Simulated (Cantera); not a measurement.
Input: 1 mol AlN, 13 mol O2, 7.4 mol N2, 0.16 mol H2O, held at 1975 K.

These are equilibrium values from Cantera (NASA tables, ideal gas, pure condensed phases), not measurements of a reactor. Candidate condensed phases: Al, AlN, Al2O3, H2O; 35 gas species. Kinetics and transport are ignored.

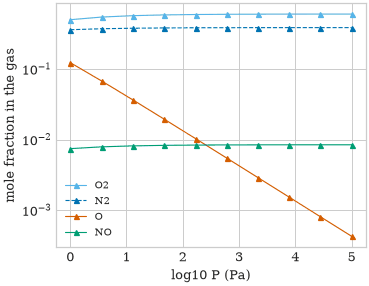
Equilibrium gas composition (values under 1e-9 drawn at 1e-9)

Problem. Read off the mole fractions at 6.00 mbar.

Solution. O2 about 0.59, N2 about 0.38, NO about 0.0084, O about 0.0055.
